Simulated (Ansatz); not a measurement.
Breaking a bond: SiMg, lowest singlet found (which spin is the ground state isn't settled by this scan).

Levels: RCCSD(T) = CCSD(T) on RHF/aug-cc-pVDZ, frozen core run with Ansatz (a first-principles code); RKS-PBE0 = restricted PBE0/aug-cc-pVDZ in Ansatz; RKS-PBE = restricted PBE/aug-cc-pVDZ (Ansatz); FCI = full CI/aug-cc-pVDZ, frozen core in Ansatz.

Cost and accuracy over the 22 points of the scan, with FCI as yardstick. Costs are rough ratios of core time within Ansatz on shared cores, each with its mean field (Kohn-Sham runs search longer for lower solutions than correlated ones do); the miss is the largest error against full CI of the curve after the mean shift, in kcal/mol.

Q: Which is the cheapest of these levels that stays within 5.1 kcal/mol of FCI?

A: RCCSD(T).

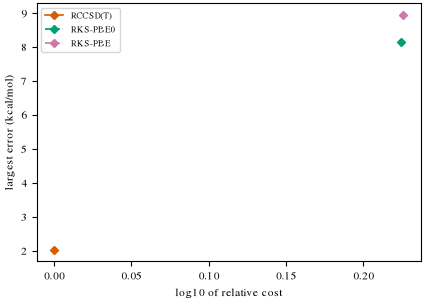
Figure. Miss against cost, one point a level.

```tsv
level	relative cost	largest error
RCCSD(T)	1	2.0
RKS-PBE0	2	8.1
RKS-PBE	2	8.9
```

Costs within a factor of two of each other count as equal.

The restricted form behind RKS-PBE0, RKS-PBE keeps the bonding electrons paired and can't separate into open-shell fragments. Also computed but left out beside FCI, since their determinant holds another spin at the minimum (<S²> over 0.7 above the pure value): UHF, UMP2, UCCSD, UCCSD(T), UCCSDT, UCCSDT(Q), UKS-PBE0, UKS-PBE, UKS-B3LYP/6-31G*, UHF/LANL2DZ, UMP2/3-21G, UKS-B3LYP/6-311+G**.
